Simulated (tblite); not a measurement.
**Run report: C6H12F2Si, frequency calculation**

The run: frequency calculation of C6H12F2Si. Method and program: GFN2-xTB harmonic vibrations, gas phase (tblite 0.8.0).

It belongs to a series of runs on one base structure; here: H on Si replaced by iPr.

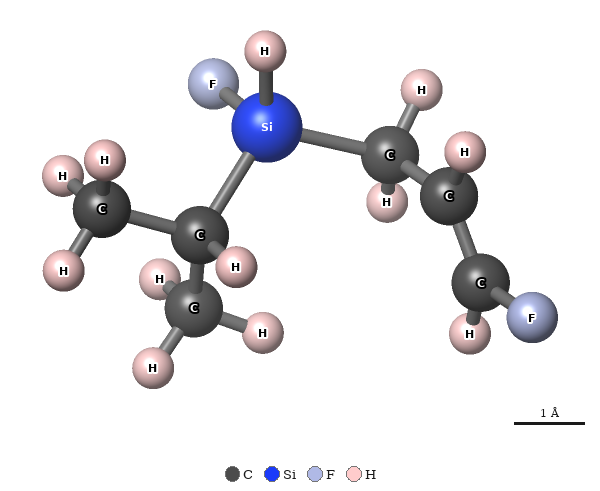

The structure as given in the input (ball-and-stick view, seen on its broad side).

### Input file
```
{"job": {"kind": "ir", "xc": "GFN2-xTB", "basis": "xTB"}, "charge": 0, "multiplicity": 1}
C     -1.481722     0.145019     1.459254
C     -1.128954     0.443101    -0.000141
C     -2.407711     0.585482    -0.826837
Si     0.005600    -0.897971    -0.739877
F     -0.769341    -2.318398    -0.634534
C      1.621821    -1.134614     0.247894
C      2.458656     0.091977     0.260251
C      2.708484     0.804543     1.341758
F      3.450177     1.930316     1.292635
H     -2.157261     0.905882     1.846977
H     -0.590655     0.133392     2.082483
H     -1.975663    -0.820404     1.543492
H     -0.608710     1.406281    -0.024857
H     -3.054803     1.350537    -0.401284
H     -2.955986    -0.353383    -0.842722
H     -2.178762     0.863528    -1.852778
H      0.242822    -0.737272    -2.169039
H      2.181771    -1.945411    -0.220029
H      1.397344    -1.443464     1.269120
H      2.862685     0.417546    -0.687361
H      2.371289     0.590259     2.345341
```

The first line tells a small driver script what to run in tblite; the rest is the geometry in Å.

Run on 1 CPU thread, shared host.

Run as:
```bash
OMP_NUM_THREADS=1 python <driver script> task.json out
```

### What the program printed
```
mode    cm-1     km/mol
  1      19.0      0.80
  2      30.7      1.52
  3      55.5      1.41
  4     116.4      2.30
  5     141.4      9.83
  6     145.8      5.37
  7     195.4      1.88
  8     215.9      0.06
  9     238.2      0.71
 10     275.0      3.73
 11     283.7      3.27
 12     334.9     16.80
 13     352.1      3.23
 14     419.3     11.78
 15     507.0     27.82
 16     612.0     29.61
 17     638.6    113.07
 18     665.8     63.08
 19     713.3     29.19
 20     773.3     85.73
 21     791.4    163.46
 22     803.5    207.71
 23     943.9     17.91
 24     946.9      5.31
 25     984.6     15.18
 26     993.4      0.69
 27    1030.7     34.66
 28    1043.4     17.34
 29    1113.2    183.12
 30    1130.8      2.13
 31    1147.3     25.24
 32    1176.8      1.95
 33    1198.6     32.36
 34    1255.2     38.78
 35    1268.1     21.98
 36    1285.6      4.51
 37    1304.2      0.03
 38    1410.8      2.05
 39    1424.5      0.37
 40    1456.2      5.83
 41    1497.9      0.14
 42    1504.8      2.49
 43    1509.3      3.64
 44    1512.7      4.20
 45    1727.5     20.75
 46    2305.3    274.91
 47    2931.5     40.51
 48    2976.2     28.69
 49    2992.7     22.46
 50    3014.0      2.27
 51    3017.9     84.78
 52    3030.5     20.20
 53    3034.9     34.41
 54    3037.5     40.86
 55    3040.6     36.42
 56    3076.5      6.26
 57    3089.8     48.62
```

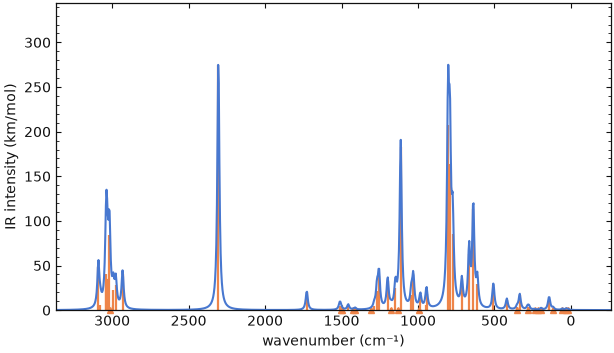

Harmonic infrared spectrum, unscaled: sticks (degenerate modes added up, dark ones marked on the axis) with a Lorentzian envelope of 16 cm⁻¹ full width, scaled to the tallest stick. 57 modes from 19 to 3090 cm⁻¹, none imaginary. The strongest line is at 2305 cm⁻¹ (275 km/mol).

### Key numbers

- outcome: converged
- total energy: −821.5303 eV
- zero-point energy: 103.9910 kcal/mol
- wall time: 0.8 s
- peak memory: 0.18 GiB
